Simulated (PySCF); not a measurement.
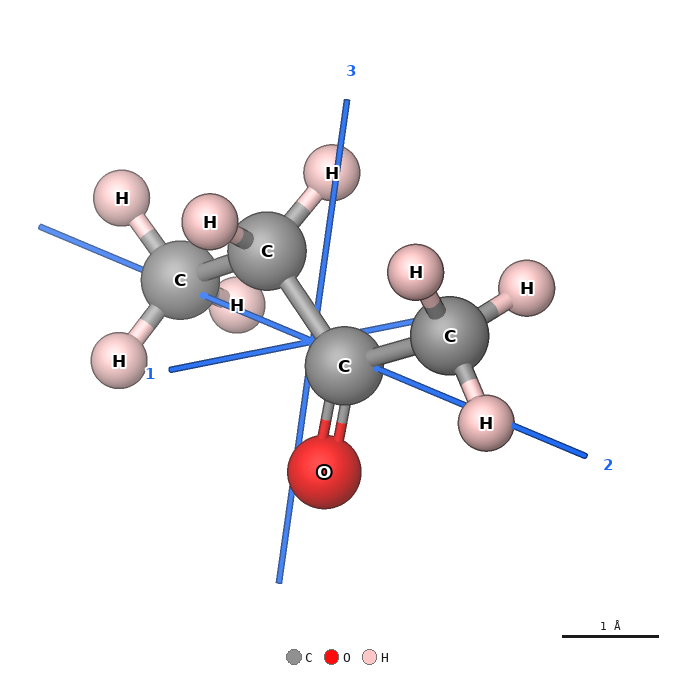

The three principal axes of inertia are drawn and numbered. Distant atoms are faded towards the background colour. The computed structure is the end point of a GFN2-xTB optimisation. No frequency run is at hand to confirm it as a minimum. Masses are those of the most abundant isotopes; constants are for the rigid equilibrium geometry.

> Which line is the a axis (least moment of inertia), which b and which c?

a is line 2, b is line 3, c is line 1; the moments are 53.6, 138, 181 u Å².

> Classify the rotor and give the rotational constants (cm⁻¹).

An asymmetric top (C1): A = 0.314, B = 0.122, C = 0.0931 cm⁻¹. Ray's parameter κ is −0.73, nearer the prolate limit.
